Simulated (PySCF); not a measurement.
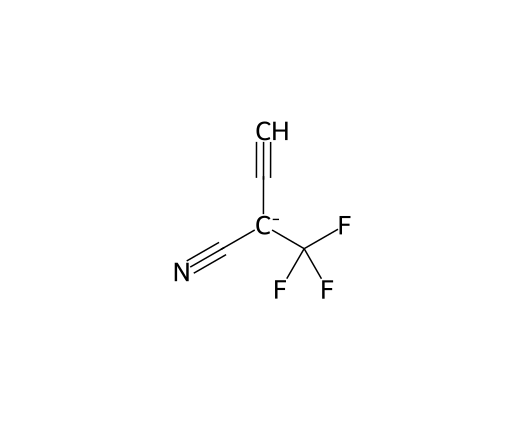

Source: calculation with PySCF.

A structural formula. Charge −1, singlet.

**Give its SMILES.**

C#C[C-](C#N)C(F)(F)F

**What is the molecular formula?**

C5HF3N, charge -1.
